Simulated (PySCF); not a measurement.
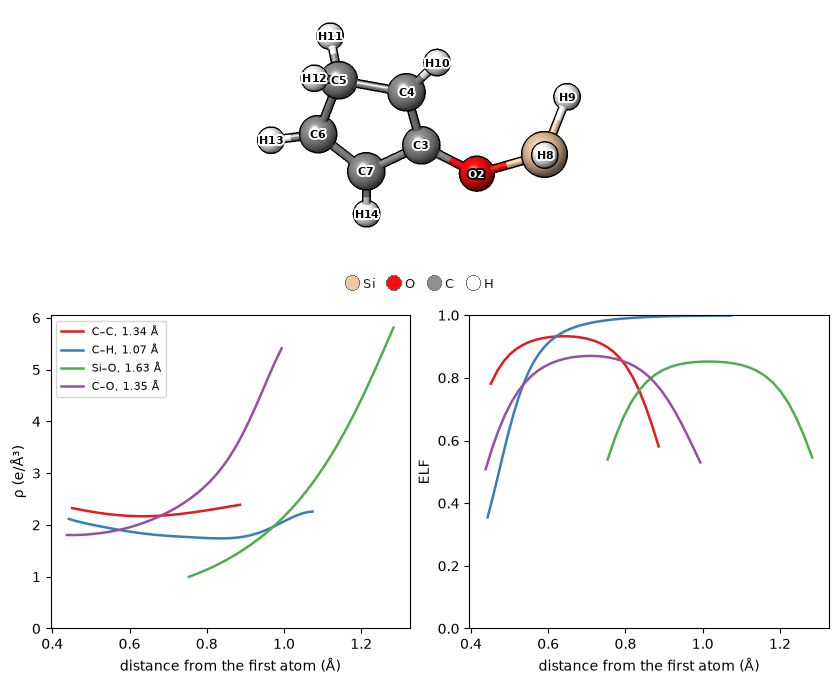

The picture shows: C₅H₇OSi (doublet). Electron density and ELF along straight lines between neighbouring atoms. The curves leave out the atomic cores. The structure is drawn too.

Geometry: GFN2-xTB.

Computed with UKS B3LYP, pcH-1 on C H O Si, non-relativistic, mean-field spin-orbit, GIAO (PySCF).

| atom | x (Å) | y (Å) | z (Å) |
| --- | --- | --- | --- |
| Si | 3.0321 | 0.2183 | -0.0277 |
| O | 1.7236 | -0.6604 | -0.4425 |
| C | 0.4089 | -0.3895 | -0.3236 |
| C | -0.1907 | 0.7029 | 0.1774 |
| C | -1.6715 | 0.5296 | 0.0911 |
| C | -1.8110 | -0.8204 | -0.5328 |
| C | -0.6007 | -1.3390 | -0.7660 |
| H | 3.1085 | 0.4243 | 1.4114 |
| H | 3.1240 | 1.4461 | -0.8045 |
| H | 0.2875 | 1.5752 | 0.5822 |
| H | -2.1394 | 1.3052 | -0.5198 |
| H | -2.1457 | 0.5679 | 1.0746 |
| H | -2.7638 | -1.2696 | -0.7439 |
| H | -0.3624 | -2.2910 | -1.2031 |

> Compare the contacts.

C–C (1.34 Å): ρ at the midpoint is about 2.2 e/Å³; the ELF peaks at about 0.95 between the atoms; a short, multiple covalent bond.
C–H (1.07 Å): ρ at the midpoint is about 2 e/Å³; the ELF climbs to about 1 towards the hydrogen, as it does in any bond to H: a covalent bond by its length.
Si–O (1.63 Å): the density is about 1.2 e/Å³ at the midpoint; the ELF peaks at about 0.85 between the atoms (a shared but strongly polarised pair).
C–O (1.35 Å): the density is about 2.2 e/Å³ at the midpoint, with its minimum of 1.8 e/Å³ about 0.5 Å from C; the ELF peaks at about 0.85 between the atoms; a polar covalent bond.
